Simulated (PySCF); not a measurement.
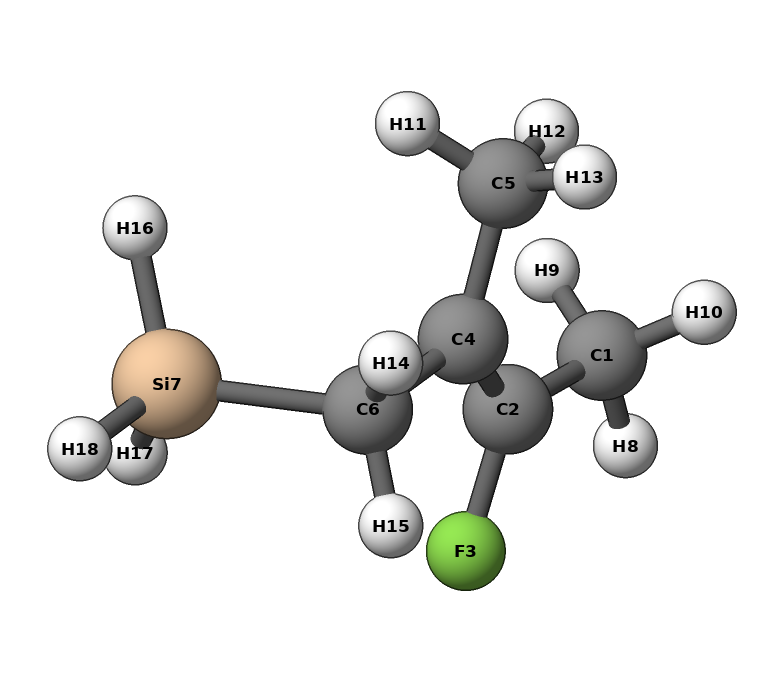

Computed geometry: GFN2-xTB optimisation. No frequency run is at hand to confirm it as a minimum. Level of theory: GIAO PBE0/pcSseg-1 NMR shielding, non-relativistic, gas phase (PySCF 2.14.0). Principal shieldings σ11 ≤ σ22 ≤ σ33, span Ω = σ33 − σ11, skew κ = 3(σiso − σ22)/Ω.

Give the shielding tensors of the F atoms.

```csv
atom,σ11,σ22,σ33,σiso,Ω,κ
F3,199.0,279.9,314.5,264.4,115.5,−0.40
```

Shieldings and span in ppm.

The geometry is semi-empirical. Around Si such bond lengths and angles can be off by a tenth of an ångström or more and by several degrees, and values that hang on the shape move with them.
